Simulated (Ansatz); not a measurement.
## From TiF4 to TiCl4: predicting a member

On one Ti centre, n of the F ligands are replaced by Cl. The HOMO–LUMO gap y in eV at wB97M-V/def2-TZVPP. Shapes, held fixed at every level: PBE0-D4/def2-TZVP. Programs: Ansatz 0.2.0.

```
molecule  n  y (eV)
    TiF4  0   14.32
  TiClF3  1       ?
 TiCl2F2  2   10.68
  TiCl3F  3   10.30
   TiCl4  4   10.21
```

Task: Fit y = c + s·n to the known rows and predict TiClF3.

Result: 
1. Means of the 4 rows: n = 2.25000, y = 11.378.
2. Σ(Δn)² = 8.75, Σ(Δn·Δy) = -9.2975, so the slope is -9.2975/8.75 = -1.0626.
3. Intercept: 11.378 − (-1.0626) × 2.25000 = 13.769. The largest residual of the fit is 0.96.
4. TiClF3: 13.769 + (-1.0626) × 1 = 12.71 eV.

The run gave 11.45 eV, so the prediction is off by +1.26 eV, about the scatter of the fit. The step per swap changes from -2.87 to -0.09 eV along the series, so a line misses the bend. Other levels give for TiClF3: PBE-D4/def2-TZVPP 4.53; PBE0-D4/def2-TZVPP 6.89 eV. Orbital gaps aren't excitation energies, and the LUMO depends on the basis.

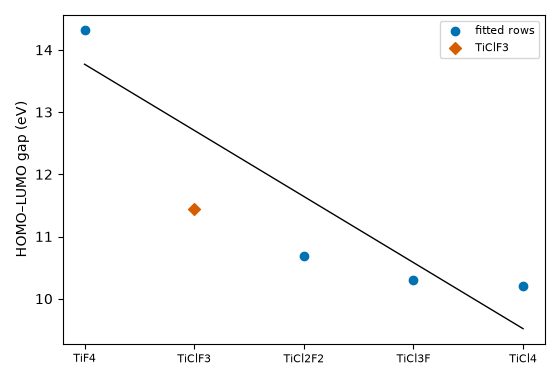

The fitted line, with the withheld member.
